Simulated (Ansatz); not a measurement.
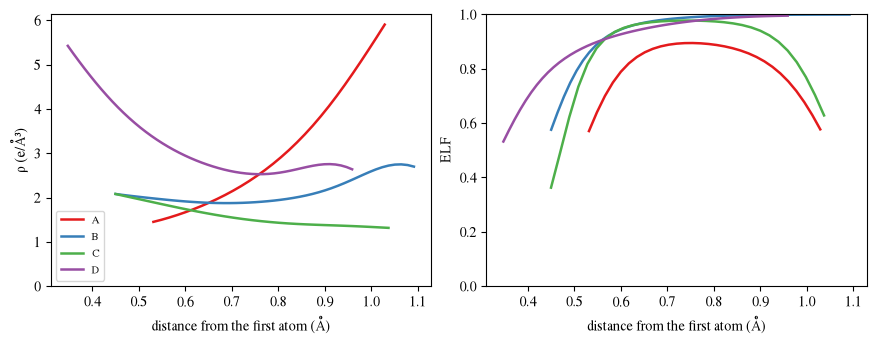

C2H9BO2. Electron density and ELF along straight lines between neighbouring atoms. The curves leave out the atomic cores.

Geometry: PBE0-D4/def2-TZVP; at this geometry the atoms fall into two loosely joined parts.

Theory: Ansatz 0.2.0, RKS PBE0-D4/def2-TZVPP.

```json
{"atom": "C", "x (Å)": "-1.1418", "y (Å)": "1.5680", "z (Å)": "0.8092"}
{"atom": "B", "x (Å)": "-0.2878", "y (Å)": "0.3768", "z (Å)": "0.2430"}
{"atom": "C", "x (Å)": "1.2296", "y (Å)": "0.1822", "z (Å)": "0.5754"}
{"atom": "O", "x (Å)": "-0.8608", "y (Å)": "-0.5603", "z (Å)": "-0.5790"}
{"atom": "O", "x (Å)": "0.8366", "y (Å)": "-2.3758", "z (Å)": "-2.0889"}
{"atom": "H", "x (Å)": "-0.9391", "y (Å)": "1.7364", "z (Å)": "1.8707"}
{"atom": "H", "x (Å)": "-2.2226", "y (Å)": "1.4593", "z (Å)": "0.6799"}
{"atom": "H", "x (Å)": "-0.8426", "y (Å)": "2.4927", "z (Å)": "0.3010"}
{"atom": "H", "x (Å)": "1.7636", "y (Å)": "1.1337", "z (Å)": "0.6387"}
{"atom": "H", "x (Å)": "1.7424", "y (Å)": "-0.4704", "z (Å)": "-0.1338"}
{"atom": "H", "x (Å)": "1.3160", "y (Å)": "-0.2765", "z (Å)": "1.5688"}
{"atom": "H", "x (Å)": "-1.7956", "y (Å)": "-0.4091", "z (Å)": "-0.7412"}
{"atom": "H", "x (Å)": "0.2183", "y (Å)": "-1.7845", "z (Å)": "-1.6383"}
{"atom": "H", "x (Å)": "0.9706", "y (Å)": "-3.1017", "z (Å)": "-1.4768"}
```

Which curve belongs to which contact (B–O, C–B, C–H and O–H)? The first atom named is at distance zero.

Curve A: B–O (1.37 Å): the density is about 2.1 e/Å³ at the midpoint; the ELF peaks at about 0.90 between the atoms: a short, strongly polar bond. Curve B: C–H (1.09 Å): the density is about 2 e/Å³ at the midpoint; the ELF climbs to about 1 towards the hydrogen, as it does in any bond to H: an ordinary covalent bond to hydrogen. Curve C: C–B (1.57 Å): the density is about 1.4 e/Å³ at the midpoint; the ELF peaks at about 1 between the atoms, as expected for a covalent bond. Curve D: O–H (0.96 Å): ρ is about 3.8 e/Å³ halfway; the ELF climbs to about 1 towards the hydrogen (a covalent bond by its length).
